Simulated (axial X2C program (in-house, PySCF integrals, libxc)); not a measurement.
# A two-component session on SnN: properties at the nuclei

Wanted for SnN: properties at the nuclei, at the two-component level.

Program: an in-house X2C program for linear molecules on PySCF integrals. Level of theory: two-component X2C with atomic mean-field terms, Sn dyall-cv3z, N dyall-av3z. These are calculated values, not measurements.

## Step 1: Input

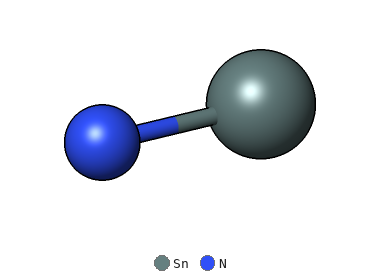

The two atoms at 1.900 Å (tin teal, nitrogen blue).

task.json reads:

```json
{
 "zs": [
  50,
  7
 ],
 "q": 0,
 "bas": [
  "dyall-cv3z",
  "dyall-av3z"
 ],
 "r0": 1.9,
 "levels": [
  "PBE0",
  "HF",
  "BP86",
  "r2SCAN",
  "PBE50"
 ],
 "nst": 3
}
```

Keys: zs atomic numbers; q charge; bas basis sets; r0 starting distance in Å; levels methods (HF also brings MP2); nst determinants followed.

On the command line:

```sh
> python soeom.py task.json out
```

After this run come: Expectation values, lowest determinant; Expectation values, a higher determinant; Expectation values, a higher determinant.

Q: Predict the outcome of this session. Wanted: lowest determinant; Eeff magnitude; Ws magnitude Sn; A∥/gI Sn; qzz Sn; higher determinant (for each run or level that gives them).

As calculated:

| quantity | value |
| --- | --- |
| lowest determinant | Ω = 3/2 (excess of +ω over −ω: ω = 3/2) |
| Eeff magnitude (GV/cm), PBE0 | 0.474 |
| Ws magnitude Sn (kHz), PBE0 | 0.215 |
| A∥/gI Sn (MHz), PBE0 | 399 |
| qzz Sn (a.u.), PBE0 | -7.07 |
| higher determinant | Ω = 1/2 (excess of +ω over −ω: ω = 1/2) |
| Eeff magnitude (GV/cm), PBE0, higher determinant | 2.35 |
| Ws magnitude Sn (kHz), PBE0, higher determinant | 2.79 |
| A∥/gI Sn (MHz), PBE0, higher determinant | 696 |
| qzz Sn (a.u.), PBE0, higher determinant | -7.54 |
| higher determinant | Ω = 1/2 (excess of +ω over −ω: 2 × ω = -1/2, ω = 3/2) |
| Eeff magnitude (GV/cm), PBE0, higher determinant | 0.66 |
| Ws magnitude Sn (kHz), PBE0, higher determinant | 0.841 |
| A∥/gI Sn (MHz), PBE0, higher determinant | -2560 |
| qzz Sn (a.u.), PBE0, higher determinant | -4.72 |

**Reading.** In the first state, the effective field runs from 0.199 to 1.99 GV/cm over the mean-field levels, so the levels don't agree on it. The expectation values come from single determinants, which for open shells can mix terms of unlike spin or miss the lowest Ω, so a determinant need not be a state. Eeff is the effective electric field on the electron dipole moment in this Ω state and Ws the scalar–pseudoscalar constant (defined with the proton number Z and per Ω); A∥ is the parallel hyperfine constant, which follows by multiplying with the nuclear g factor gI = μI/(I μN); qzz is the electric field gradient, eQq0 = 234.96 MHz × Q/barn × qzz; μ is positive if N is the positive end. The operators were transformed with the bare-nucleus X2C matrices.
